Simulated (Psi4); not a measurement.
# singlet [SiNHF3]+: levels of theory compared

Aim: a comparison of 3 runs (HF/STO-3G, HF/3-21G, B3LYP/6-31G*) of singlet [SiNHF3]+. The job is set up through a Python script.

The calculation is run with Psi4 1.11.

### Step 1. The molecule

The species is [SiNHF3]+ (6 atoms), meant as a singlet with charge +1. SMILES of the parent species: `[NH][Si](F)(F)F`. The coordinates come from a PBE0-D4/def2-TZVP relaxation. That shape belongs to the parent species and isn't relaxed for this state.

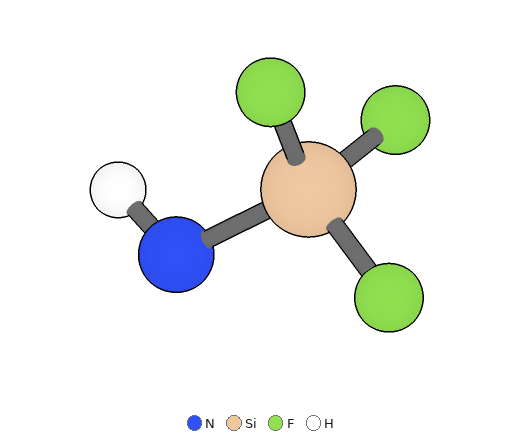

The structure, seen from a chosen angle (nitrogen blue, silicon light orange, fluorine green, hydrogen white).

### Step 2. The energy at HF/STO-3G (run 1)

f3hnsi.xyz

```xyz
6
F3HNSi
N     -0.974500     0.604600     0.713900
Si     0.193600    -0.089600    -0.346100
F     -0.087100     0.387600    -1.812600
F      0.123100    -1.661400    -0.330200
F      1.652300     0.359600     0.035600
H     -0.865300     0.335400     1.693200
```

f3hnsi.py

```python
import psi4

psi4.set_memory(2200000000)
psi4.set_num_threads(1)
psi4.core.set_output_file('psi4.out', False)

with open('f3hnsi.xyz') as f:
    atoms = ''.join(f.readlines()[2:])
molecule = psi4.geometry('1 1\n' + atoms + 'symmetry c1\nno_reorient\nno_com')

psi4.set_options(dict(basis='STO-3G', puream=True, e_convergence=1e-09, d_convergence=1e-08, scf_type='pk'))

result, w = psi4.energy('hf', return_wfn=True)
print(f'hf energy: {result:.10f} Eh')
```

The run is started by

```sh
$ python f3hnsi.py
```

psi4.out:

```text
[...]
  Running in c1 symmetry.
[...]
  Nuclear repulsion =  256.064953319374581
[...]
  Multiplicity = 1
[...]
  Nalpha       = 24
  Nbeta        = 24
[...]
    Number of basis functions: 30
[...]
   @RHF iter   1:  -633.49857058682824   -1.81079e+00   1.54958e-02 ADIIS/DIIS
[...]
   @RHF iter  14:  -633.70952462372588   -3.70619e-11   6.76305e-09 DIIS
[...]
  @RHF Final Energy:  -633.70952462372588
   => Energetics <=
    Nuclear Repulsion Energy =            256.0649533193745810
    One-Electron Energy =               -1384.0552234676690659
    Two-Electron Energy =                 494.2807455245686583
    Total Energy =                       -633.7095246237258834
[...]
 Multipole Moments:
 ------------------------------------------------------------------------------------
     Multipole            Electronic (a.u.)      Nuclear  (a.u.)        Total (a.u.)
 ------------------------------------------------------------------------------------
 L = 1.  Multiply by 2.5417464519 to convert [e a0] to [Debye]
 Dipole X            :        -20.1864339           19.3097885           -0.8766454
 Dipole Y            :          9.6601376           -9.2872480            0.3728896
 Dipole Z            :         33.8680616          -32.3515444            1.5165172
 Magnitude           :                                                    1.7909155
[...]
```

The script printed:

```text
hf energy: -633.7095246237 Eh
```

It took 3.3 s on 1 thread of Intel Xeon Platinum 8259CL at 2.50GHz (Skylake/Cascade Lake), shared host; peak memory 0.18 GiB.

### Step 3. Energy and forces at HF/3-21G (run 2)

job.py

```python
import psi4

psi4.set_memory('2200 MB')
psi4.set_num_threads(1)
psi4.core.set_output_file('run.log', False)

m = psi4.geometry("""
1 1
N
Si 1 1.72336
F 2 1.567525 1 109.35567
F 2 1.573461 3 107.79054 1 121.3266
F 2 1.573303 3 107.8234 4 117.44712
H 1 1.02148 2 114.2715 3 179.52235
units angstrom
symmetry c1
""")

options = {'puream': True, 'e_convergence': 1e-09, 'd_convergence': 1e-08, 'scf_type': 'pk'}
psi4.set_options(options)

E, wfn = psi4.gradient('scf/3-21G', molecule=m, return_wfn=True)
print('gradient / Eh bohr^-1')
print(E.np.round(6))
print(f'energy = {wfn.energy():.10f} Eh')
```

The run is started by

```sh
$ python job.py
```

run.log:

```text
[...]
  Running in c1 symmetry.
[...]
  Nuclear repulsion =  256.064937016476563
[...]
  Multiplicity = 1
[...]
  Nalpha       = 24
  Nbeta        = 24
[...]
    Number of basis functions: 51
[...]
   @RHF iter   1:  -638.37821919944770   -7.05276e-01   1.06582e-02 DIIS/ADIIS
[...]
   @RHF iter  14:  -638.52343805779276   -2.16005e-11   8.13752e-09 DIIS
[...]
    Orbital Energies [Eh]
    ---------------------
    Doubly Occupied:
       1A    -68.774980     2A    -26.425310     3A    -26.424843
       4A    -26.403647     5A    -16.047543     6A     -6.564554
       7A     -4.663373     8A     -4.662058     9A     -4.661429
      10A     -1.872194    11A     -1.839962    12A     -1.825216
      13A     -1.574483    14A     -1.126552    15A     -1.013171
      16A     -0.965073    17A     -0.953073    18A     -0.932225
      19A     -0.890967    20A     -0.886323    21A     -0.881362
      22A     -0.881211    23A     -0.869013    24A     -0.861304
[...]
  @RHF Final Energy:  -638.52343805779276
   => Energetics <=
    Nuclear Repulsion Energy =            256.0649370164765628
    One-Electron Energy =               -1385.1770199201346259
    Two-Electron Energy =                 490.5886448458654172
    Total Energy =                       -638.5234380577926458
[...]
  -Total Gradient:
     Atom            X                  Y                   Z
    ------   -----------------  -----------------  -----------------
       1       -0.000000669087    -0.013507585870     0.087072085688
       2       -0.000025223480     0.027265414127    -0.163940575942
       3        0.000035425623     0.014711519905     0.009440179880
       4        0.010779400144    -0.009387919064     0.018522316642
       5       -0.010892797607    -0.009466848923     0.018504675955
       6        0.000103864406    -0.009614580173     0.030401317776
[...]
```

The script printed:

```text
gradient / Eh bohr^-1
[[-1.00000e-06 -1.35080e-02  8.70720e-02]
 [-2.50000e-05  2.72650e-02 -1.63941e-01]
 [ 3.50000e-05  1.47120e-02  9.44000e-03]
 [ 1.07790e-02 -9.38800e-03  1.85220e-02]
 [-1.08930e-02 -9.46700e-03  1.85050e-02]
 [ 1.04000e-04 -9.61500e-03  3.04010e-02]]
energy = -638.5234380578 Eh
```

Wall time 3.3 s (1 thread of Intel Xeon Platinum 8259CL at 2.50GHz (Skylake/Cascade Lake), shared host); peak memory 0.19 GiB.

### Step 4. A single-point energy at B3LYP/6-31G(d) (Cartesian functions) (run 3)

f3hnsi.xyz is that of step 2.

f3hnsi.py

```python
import psi4

psi4.set_memory('2200 MB')
psi4.set_num_threads(1)
psi4.set_output_file('f3hnsi.out', False)

with open('f3hnsi.xyz') as f:
    atoms = ''.join(f.readlines()[2:])
mol = psi4.geometry('1 1\n' + atoms + 'symmetry c1')

psi4.set_options({
    'basis': '6-31G*',
    'puream': False,
    'e_convergence': 1e-09,
    'd_convergence': 1e-08,
    'scf_type': 'pk',
    'dft_radial_points': 99,
    'dft_spherical_points': 590,
})

result, w = psi4.energy('b3lyp', return_wfn=True)
psi4.oeprop(w, 'LOWDIN_CHARGES', 'WIBERG_LOWDIN_INDICES', 'MAYER_INDICES', title='B3LYP')
print(f'b3lyp energy: {result:.10f} Eh')
```

The run is started by

```sh
$ python f3hnsi.py
```

f3hnsi.out:

```text
[...]
  Running in c1 symmetry.
[...]
  Nuclear repulsion =  256.064953319374581
[...]
  Multiplicity = 1
[...]
  Nalpha       = 24
  Nbeta        = 24
[...]
    Number of basis functions: 81
[...]
   @RKS iter   1:  -643.90803625427657   -7.63292e-02   7.14964e-03 DIIS/ADIIS
[...]
   @RKS iter  14:  -644.02899362571952   -7.27596e-12   8.78761e-09 DIIS
[...]
  @RKS Final Energy:  -644.02899362571952
   => Energetics <=
    Nuclear Repulsion Energy =            256.0649533193745810
    One-Electron Energy =               -1390.5997736768317736
    Two-Electron Energy =                 538.4047523214810553
    DFT Exchange-Correlation Energy =     -47.8989255897433921
    Empirical Dispersion Energy =           0.0000000000000000
    VV10 Nonlocal Energy =                  0.0000000000000000
    Total Energy =                       -644.0289936257195222
[...]
 Multipole Moments:
 ------------------------------------------------------------------------------------
     Multipole            Electronic (a.u.)      Nuclear  (a.u.)        Total (a.u.)
 ------------------------------------------------------------------------------------
 L = 1.  Multiply by 2.5417464519 to convert [e a0] to [Debye]
 Dipole X            :          0.8494913           -1.9662838           -1.1167924
 Dipole Y            :         -0.4920247            0.9656641            0.4736394
 Dipole Z            :         -0.8169944            2.8531713            2.0361769
 Magnitude           :                                                    2.3701426
[...]
```

The script printed:

```text
b3lyp energy: -644.0289936257 Eh
```

Run time: 16 s. Hardware: 1 thread of Intel Xeon Platinum 8259CL at 2.50GHz (Skylake/Cascade Lake), shared host; peak memory 0.95 GiB.

### Step 5. All runs side by side

| run | level | task | Cartesian functions | energy (Eh) | HOMO energy (eV) | LUMO energy (eV) | HOMO–LUMO gap (eV) | wall time |
| --- | --- | --- | --- | --- | --- | --- | --- | --- |
| 1 | HF/STO-3G | energy | no | -633.709525 | -18.49 | -7.92 | 10.57 | 3.3 s |
| 2 | HF/3-21G | gradient | no | -638.523438 | -23.44 | -11.24 | 12.20 | 3.3 s |
| 3 | B3LYP/6-31G* (Cartesian functions) | energy | yes | -644.028994 | -17.94 | -15.87 | 2.07 | 16 s |

### Step 6. Summary of results

```
            quantity          value
 run 3: total energy  -644.02899 Eh
  run 3: HOMO energy      -17.94 eV
  run 3: LUMO energy      -15.87 eV
run 3: HOMO–LUMO gap        2.07 eV
```

**Reading.** The HOMO–LUMO gap runs from 2.07 eV (B3LYP/6-31G*) to 12.20 eV (HF/3-21G). The two ends differ in method and basis. In run 1 the basis is minimal, so the values are rough. All runs together took 23 s, the longest 16 s.
